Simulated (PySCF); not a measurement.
AlClF$_{2}$: geometry relaxation (part 1 of 2)

- system: AlClF$_{2}$
- method: CAM-B3LYP/cc-pVDZ, RKS (PySCF 2.14.0)

The geometry comes from this level: PBE0-D4/def2-TZVP. Figures and captions count atoms from 1; the log counts them from 0 in places.

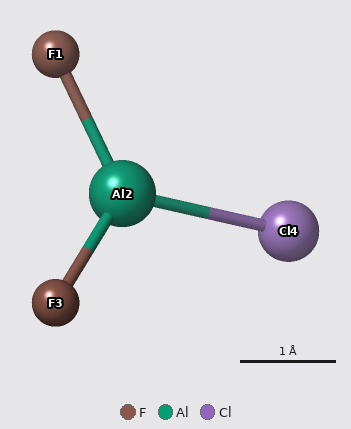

**Figure 1.** The structure as given in the input (ball-and-stick view, seen at a tilt; atoms are numbered from 1 in the order of the input). Sticks mark near contacts. Bond lengths as drawn: Al–Cl 2.06 Å and Al–F 1.63 Å.

Input (calc.py)
```python
from pyscf import gto, dft
from pyscf.geomopt.geometric_solver import kernel as optimise

mol = gto.Mole()
mol.atom = 'F 0.997200 0.721760 1.149640; Al 0.069280 -0.050750 0.053570; F 0.273490 -1.653820 -0.164660; Cl -1.339980 0.982810 -1.038560'
mol.verbose = 3
mol.basis = 'cc-pvdz'
mol.spin = 0
mol.max_memory = 1860
mol.build()

mf = dft.RKS(mol, xc='cam-b3lyp')
mf.grids.level = 4
mf.conv_tol = 1e-10
converged, mol_eq = optimise(mf, maxsteps=60, convergence_set='GAU_TIGHT')
print('converged:', converged)
print(mol_eq.tostring())

mf.reset(mol_eq)
mol = mol_eq
mf.kernel()
if not mf.converged:
    mf = mf.newton().run(mf.mo_coeff, mf.mo_occ)
e_tot = mf.e_tot
print('Final energy', e_tot)
```

Run on 1 thread of Arm Neoverse V1, 24 GiB of memory available, shared host.

Run as:
```bash
OMP_NUM_THREADS=1 python calc.py
```

Log
```
#|     Arguments passed to driver run_optimizer():      |#
convergence_set           GAU_TIGHT
customengine              <pyscf.geomopt.geometric_solver.PySCFEngine object>
maxiter                   60
----------------------------------------------------------
Custom engine selected.
Bonds will be generated from interatomic distances less than 1.20 times sum of covalent radii
12 internal coordinates being used (instead of 12 Cartesians)
Internal coordinate system (atoms numbered from 1):
Distance 1-2
Distance 2-3
Distance 2-4
Angle 1-2-4
Angle 3-2-4
Out-of-Plane 2-1-3-4
Translation-X 1-4
Translation-Y 1-4
Translation-Z 1-4
Rotation-A 1-4
Rotation-B 1-4
Rotation-C 1-4
<class 'geometric.internal.Distance'> : 3
<class 'geometric.internal.Angle'> : 2
<class 'geometric.internal.OutOfPlane'> : 1
<class 'geometric.internal.TranslationX'> : 1
<class 'geometric.internal.TranslationY'> : 1
<class 'geometric.internal.TranslationZ'> : 1
<class 'geometric.internal.RotationA'> : 1
<class 'geometric.internal.RotationB'> : 1
<class 'geometric.internal.RotationC'> : 1
> ===== Optimization Info: ====
> Job type: Energy minimization
> Maximum number of optimization cycles: 60
> Initial / maximum trust radius (Angstrom): 0.100 / 0.300
> Convergence Criteria:
> Will converge when all 5 criteria are reached:
>  |Delta-E| < 1.00e-06
>  RMS-Grad  < 1.00e-05
>  Max-Grad  < 1.50e-05
>  RMS-Disp  < 4.00e-05
>  Max-Disp  < 6.00e-05
> === End Optimization Info ===

Geometry optimization cycle 1
Cartesian coordinates (Angstrom)
 Atom        New coordinates             dX        dY        dZ
   F   0.997200   0.721760   1.149640    0.000000  0.000000  0.000000
  Al   0.069280  -0.050750   0.053570    0.000000  0.000000  0.000000
   F   0.273490  -1.653820  -0.164660   -0.000000  0.000000  0.000000
  Cl  -1.339980   0.982810  -1.038560    0.000000  0.000000  0.000000

WARN: Mole.unit (angstrom) is changed to Bohr

converged SCF energy = -902.500784233399
--------------- RKS_Scanner gradients ---------------
         x                y                z
0 F    -0.0145100850    -0.0121265173    -0.0171548094
1 Al     0.0110211814    -0.0080807475     0.0085290572
2 F    -0.0031857652     0.0250321376     0.0034383908
3 Cl     0.0066561097    -0.0048867004     0.0051649915
----------------------------------------------
cycle 1: E = -902.500784233  dE = -902.501  norm(grad) = 0.0406796
Step    0 : Gradient = 2.034e-02/2.553e-02 (rms/max) Energy = -902.5007842334
Hessian Eigenvalues: 4.50000e-02 5.00000e-02 5.00000e-02 ... 2.84618e-01 4.57122e-01 4.57131e-01

Geometry optimization cycle 2
Cartesian coordinates (Angstrom)
 Atom        New coordinates             dX        dY        dZ
   F   1.011996   0.738420   1.168187    0.014796  0.016660  0.018547
  Al   0.067379  -0.048767   0.052649   -0.001901  0.001983 -0.000921
   F   0.275446  -1.680704  -0.170348    0.001956 -0.026884 -0.005688
  Cl  -1.354045   0.993669  -1.049550   -0.014065  0.010859 -0.010990
converged SCF energy = -902.502658570061
--------------- RKS_Scanner gradients ---------------
         x                y                z
0 F    -0.0028198908    -0.0023213247    -0.0033511440
1 Al     0.0019042023    -0.0014389945     0.0015070836
2 F    -0.0006534910     0.0048397443     0.0006298292
3 Cl     0.0015507698    -0.0011362937     0.0011898119
----------------------------------------------
cycle 2: E = -902.50265857  dE = -0.00187434  norm(grad) = 0.00786747
Step    1 : Displace = 2.259e-02/2.833e-02 (rms/max) Trust = 1.000e-01 (=) Grad = 3.934e-03/4.957e-03 (rms/max) E (change) = -902.5026585701 (-1.874e-03) Quality = 1.179
Hessian Eigenvalues: 4.50009e-02 4.99961e-02 5.00000e-02 ... 2.70901e-01 3.85377e-01 4.57126e-01

Geometry optimization cycle 3
Cartesian coordinates (Angstrom)
 Atom        New coordinates             dX        dY        dZ
   F   1.015672   0.742263   1.173389    0.003676  0.003843  0.005202
  Al   0.067576  -0.047353   0.051880    0.000198  0.001414 -0.000769
   F   0.276823  -1.686471  -0.170589    0.001377 -0.005767 -0.000241
  Cl  -1.358324   0.997180  -1.052454   -0.004279  0.003511 -0.002903
converged SCF energy = -902.50274211992
--------------- RKS_Scanner gradients ---------------
         x                y                z
0 F    -0.0002280044    -0.0002119676    -0.0002499549
1 Al     0.0001568049    -0.0000861397     0.0000238794
2 F    -0.0000737050     0.0003547911     0.0000794208
3 Cl     0.0001266585    -0.0001150941     0.0001224858
----------------------------------------------
cycle 3: E = -902.50274212  dE = -8.35499e-05  norm(grad) = 0.000611458
Step    2 : Displace = 5.679e-03/6.697e-03 (rms/max) Trust = 1.414e-01 (+) Grad = 3.057e-04/3.992e-04 (rms/max) E (change) = -902.5027421199 (-8.355e-05) Quality = 1.071
Hessian Eigenvalues: 4.50915e-02 4.99016e-02 5.00000e-02 ... 2.60887e-01 3.68189e-01 4.57126e-01

Geometry optimization cycle 4
Cartesian coordinates (Angstrom)
 Atom        New coordinates             dX        dY        dZ
   F   1.016407   0.743700   1.173732    0.000735  0.001437  0.000343
  Al   0.066586  -0.047021   0.053525   -0.000991  0.000332  0.001646
   F   0.277788  -1.686245  -0.171017    0.000965  0.000226 -0.000427
  Cl  -1.358174   0.997932  -1.052877    0.000149  0.000752 -0.000424
converged SCF energy = -902.502742513314
--------------- RKS_Scanner gradients ---------------
         x                y                z
0 F     0.0000472052     0.0000020672    -0.0000429464
1 Al    -0.0001273923    -0.0000339148     0.0000876118
2 F     0.0000236079    -0.0000209559    -0.0000407096
3 Cl     0.0000370262    -0.0000052662    -0.0000293911
----------------------------------------------
cycle 4: E = -902.502742513  dE = -3.93395e-07  norm(grad) = 0.000184521
Step    3 : Displace = 1.200e-03/1.856e-03 (rms/max) Trust = 2.000e-01 (+) Grad = 9.226e-05/1.583e-04 (rms/max) E (change) = -902.5027425133 (-3.934e-07) Quality = 0.490
Hessian Eigenvalues: 4.24793e-02 4.99996e-02 5.00000e-02 ... 2.50770e-01 3.54594e-01 4.57127e-01

Geometry optimization cycle 5
Cartesian coordinates (Angstrom)
 Atom        New coordinates             dX        dY        dZ
   F   1.016088   0.744604   1.174737   -0.000319  0.000904  0.001006
  Al   0.068057  -0.045986   0.052606    0.001471  0.001035 -0.000919
   F   0.277909  -1.685811  -0.170378    0.000121  0.000434  0.000639
  Cl  -1.358523   0.998381  -1.052391   -0.000349  0.000449  0.000486
converged SCF energy = -902.502742602069
--------------- RKS_Scanner gradients ---------------
         x                y                z
0 F     0.0000718805     0.0000527132     0.0001020132
1 Al    -0.0000139955     0.0000337424    -0.0000955170
2 F    -0.0000166919    -0.0001656952    -0.0000059953
3 Cl    -0.0000583009     0.0000200530    -0.0000253199
----------------------------------------------
cycle 5: E = -902.502742602  dE = -8.87552e-08  norm(grad) = 0.000247026
Step    4 : Displace = 1.040e-03/1.769e-03 (rms/max) Trust = 2.000e-01 (=) Grad = 1.235e-04/1.666e-04 (rms/max) E (change) = -902.5027426021 (-8.876e-08) Quality = 0.223
Hessian Eigenvalues: 3.46916e-02 4.99993e-02 5.00000e-02 ... 2.54613e-01 3.66258e-01 4.57130e-01

Geometry optimization cycle 6
Cartesian coordinates (Angstrom)
 Atom        New coordinates             dX        dY        dZ
   F   1.016059   0.745091   1.174812   -0.000030  0.000487  0.000075
  Al   0.067951  -0.045539   0.053062   -0.000106  0.000447  0.000456
   F   0.278409  -1.685052  -0.170209    0.000500  0.000759  0.000169
  Cl  -1.358304   0.998657  -1.052257    0.000219  0.000275  0.000134
converged SCF energy = -902.502742723312
--------------- RKS_Scanner gradients ---------------
         x                y                z
0 F     0.0000151094    -0.0000053554     0.0000098294
1 Al     0.0000002922    -0.0000060209    -0.0000291086
2 F    -0.0000181423    -0.0000442475     0.0000015025
3 Cl    -0.0000143417    -0.0000036342    -0.0000071767
----------------------------------------------
cycle 6: E = -902.502742723  dE = -1.21243e-07  norm(grad) = 6.16188e-05
Step    5 : Displace = 2.621e-04/3.581e-04 (rms/max) Trust = 5.198e-04 (-) Grad = 3.081e-05/4.785e-05 (rms/max) E (change) = -902.5027427233 (-1.212e-07) Quality = 0.906
Hessian Eigenvalues: 1.71407e-02 4.99965e-02 4.99998e-02 ... 2.65936e-01 3.99516e-01 4.57128e-01

Geometry optimization cycle 7
Cartesian coordinates (Angstrom)
 Atom        New coordinates             dX        dY        dZ
   F   1.015972   0.747413   1.175757   -0.000086  0.002321  0.000945
  Al   0.068288  -0.043616   0.054166    0.000337  0.001923  0.001104
   F   0.280060  -1.682746  -0.169507    0.001651  0.002306  0.000702
  Cl  -1.357900   0.999886  -1.051716    0.000404  0.001229  0.000541
converged SCF energy = -902.50274271336
--------------- RKS_Scanner gradients ---------------
         x                y                z
0 F    -0.0000277703    -0.0000523027    -0.0000680004
1 Al     0.0000102891    -0.0000423322     0.0000365709
2 F    -0.0000174434     0.0000548360     0.0000042049
3 Cl     0.0000191330    -0.0000202276     0.0000019150
----------------------------------------------
cycle 7: E = -902.502742713  dE = 9.95203e-09  norm(grad) = 0.000124394
Step    6 : Displace = 2.504e-04/3.741e-04 (rms/max) Trust = 7.352e-04 (+) Grad = 6.220e-05/9.017e-05 (rms/max) E (change) = -902.5027427134 (+9.952e-09) Quality = -0.055
Hessian Eigenvalues: 2.77591e-03 4.99997e-02 5.00000e-02 ... 2.86389e-01 4.57124e-01 6.02515e-01

Geometry optimization cycle 8
Cartesian coordinates (Angstrom)
 Atom        New coordinates             dX        dY        dZ
   F   1.015796   0.750902   1.177323   -0.000177  0.003489  0.001566
  Al   0.069005  -0.040755   0.055530    0.000717  0.002861  0.001363
   F   0.282343  -1.679569  -0.168448    0.002283  0.003177  0.001059
  Cl  -1.357453   1.001708  -1.050910    0.000448  0.001823  0.000806
converged SCF energy = -902.502742670126
--------------- RKS_Scanner gradients ---------------
         x                y                z
0 F    -0.0000455992    -0.0000738449    -0.0001046180
1 Al     0.0000151969    -0.0000591041     0.0000704340
2 F    -0.0000170951     0.0000995351     0.0000038492
3 Cl     0.0000340396    -0.0000278573     0.0000046188
----------------------------------------------
cycle 8: E = -902.50274267  dE = 4.3234e-08  norm(grad) = 0.000198325
Step    7 : Displace = 1.249e-04/1.925e-04 (rms/max) Trust = 1.252e-04 (-) Grad = 9.916e-05/1.359e-04 (rms/max) E (change) = -902.5027426701 (+4.323e-08) Quality = -0.116
Poor-quality step dominated by net translation/rotation detected; will project out net forces and torques past this point.
Hessian Eigenvalues: 2.50427e-04 4.99998e-02 5.00000e-02 ... 2.90932e-01 4.57121e-01 7.97465e-01

Geometry optimization cycle 9
Cartesian coordinates (Angstrom)
 Atom        New coordinates             dX        dY        dZ
   F   1.015471   0.756316   1.179836   -0.000325  0.005415  0.002513
  Al   0.070210  -0.036341   0.057476    0.001206  0.004414  0.001947
   F   0.285754  -1.674816  -0.166805    0.003411  0.004753  0.001642
  Cl  -1.356859   1.004520  -1.049675    0.000594  0.002812  0.001236
converged SCF energy = -902.502742653397
--------------- RKS_Scanner gradients ---------------
         x                y                z
0 F    -0.0000438308    -0.0000766775    -0.0001125634
1 Al     0.0000127172    -0.0000613317     0.0000837699
2 F    -0.0000159506     0.0001047218    -0.0000001225
3 Cl     0.0000375193    -0.0000298702     0.0000027072
----------------------------------------------
cycle 9: E = -902.502742653  dE = 1.67286e-08  norm(grad) = 0.000211991
Step    8 : Displace = 6.235e-05/9.670e-05 (rms/max) Trust = 6.247e-05 (-) Grad = 1.042e-04/1.245e-04 (rms/max) E (change) = -902.5027426534 (+1.673e-08) Quality = -0.024
Hessian Eigenvalues: 7.67874e-03 4.99999e-02 4.99999e-02 ... 2.59363e-01 3.43172e-01 4.57145e-01

Geometry optimization cycle 10
Cartesian coordinates (Angstrom)
 Atom        New coordinates             dX        dY        dZ
   F   1.015476   0.756335   1.179865    0.000005  0.000019  0.000029
  Al   0.070233  -0.036335   0.057447    0.000023  0.000005 -0.000029
   F   0.285741  -1.674855  -0.166810   -0.000013 -0.000039 -0.000004
  Cl  -1.356874   1.004535  -1.049670   -0.000015  0.000015  0.000005
converged SCF energy = -902.502742674038
--------------- RKS_Scanner gradients ---------------
         x                y                z
0 F    -0.0000328255    -0.0000659947    -0.0000968135
1 Al     0.0000046767    -0.0000525807     0.0000716982
2 F    -0.0000145412     0.0000827488    -0.0000021740
3 Cl     0.0000331855    -0.0000273516     0.0000010924
----------------------------------------------
cycle 10: E = -902.502742674  dE = -2.06402e-08  norm(grad) = 0.000177896
Step    9 : Displace = 3.418e-05/3.982e-05 (rms/max) Trust = 3.117e-05 (-) Grad = 8.676e-05/1.025e-04 (rms/max) E (change) = -902.5027426740 (-2.064e-08) Quality = 0.954
Hessian Eigenvalues: 7.67913e-03 4.99993e-02 5.00000e-02 ... 2.70070e-01 3.46284e-01 4.57151e-01

Geometry optimization cycle 11
Cartesian coordinates (Angstrom)
 Atom        New coordinates             dX        dY        dZ
   F   1.015480   0.756355   1.179903    0.000004  0.000019  0.000038
  Al   0.070268  -0.036328   0.057402    0.000035  0.000008 -0.000045
   F   0.285723  -1.674904  -0.166812   -0.000019 -0.000050 -0.000002
  Cl  -1.356894   1.004557  -1.049660   -0.000020  0.000023  0.000010
converged SCF energy = -902.502742695965
--------------- RKS_Scanner gradients ---------------
         x                y                z
0 F    -0.0000192570    -0.0000528300    -0.0000767379
1 Al    -0.0000047485    -0.0000415620     0.0000555119
2 F    -0.0000128547     0.0000552470    -0.0000042008
3 Cl     0.0000274159    -0.0000240626    -0.0000007463
----------------------------------------------
cycle 11: E = -902.502742696  dE = -2.19272e-08  norm(grad) = 0.000135825
Step   10 : Displace = 4.653e-05/5.740e-05 (rms/max) Trust = 4.409e-05 (+) Grad = 6.501e-05/7.513e-05 (rms/max) E (change) = -902.5027426960 (-2.193e-08) Quality = 0.932
Hessian Eigenvalues: 7.67912e-03 4.99951e-02 5.00000e-02 ... 2.70131e-01 3.55278e-01 4.57158e-01
```
